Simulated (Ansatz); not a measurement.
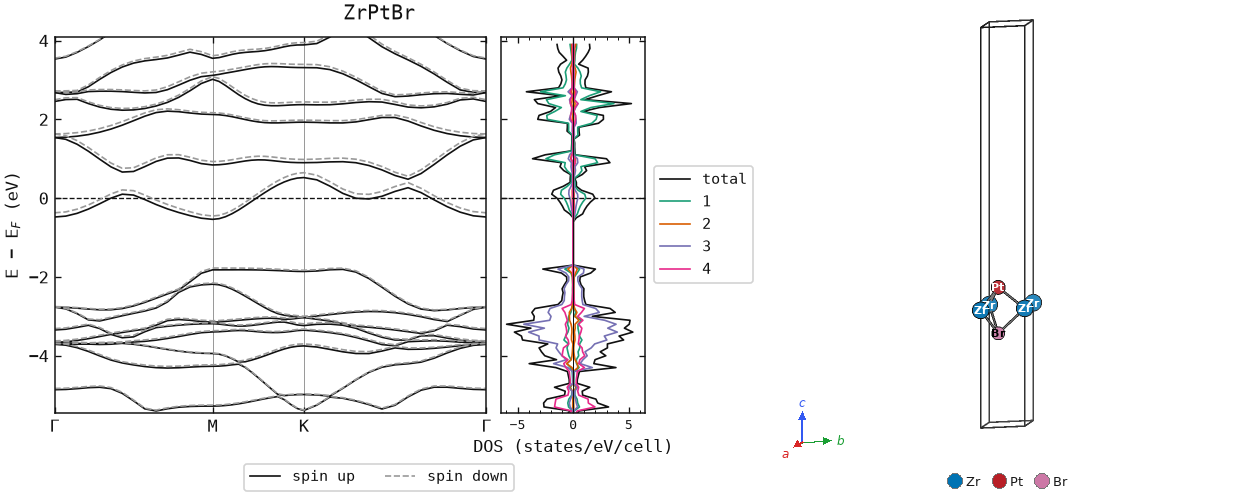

Band structure and density of states, beside the structure. Energies are counted from the Fermi level. The partial curves are projected on Löwdin-orthogonalised atomic shells. Spin-down states are drawn negative.

System: ZrPtBr (sheet), 3 atoms in the cell.

Level of theory: DFT PBE, scalar-relativistic, plane waves, PAW, spin-polarised, 12×12×1 k mesh, 420 eV cutoff, Gaussian smearing of 0.1 eV; code Ansatz.

Assign each number in the legend. The candidates: Br 4p, Pt 5d, Pt 6s, Zr 4d.

1 is Zr 4d; 2 is Pt 6s; 3 is Pt 5d; 4 is Br 4p.

Metal, semiconductor or insulator?

A metal: 1 spin-up and 1 spin-down bands cross the Fermi level along this path.

The structure is an invented one, so it need not be a known or stable phase. Spin-orbit coupling is left out, which matters for Pt.
